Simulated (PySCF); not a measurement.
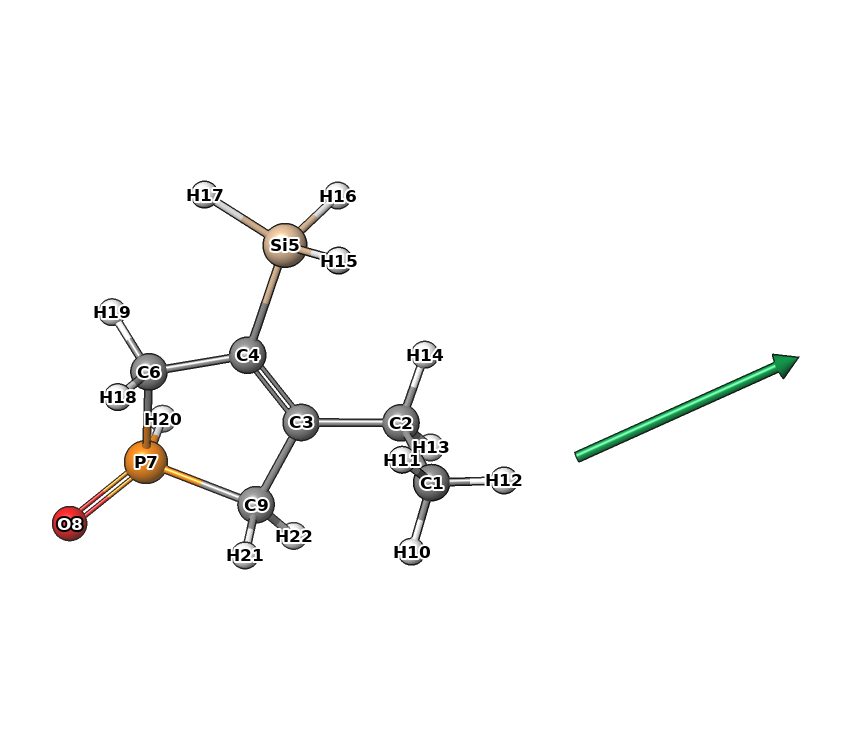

The arrow beside the molecule shows the direction of the dipole moment, from the negative to the positive end (its length means nothing). The computed structure is the end point of a GFN2-xTB optimisation. No frequency run is at hand to confirm it as a minimum. Method: PBE0/pcSseg-1, gas phase (PySCF 2.14.0).

> Estimate the dipole moment.

4.04 D; it points from the side of O8 to the side of H12 (the outermost atoms at the two ends).

The geometry is semi-empirical. Around P, Si such bond lengths and angles can be off by a tenth of an ångström or more and by several degrees, and values that hang on the shape move with them.
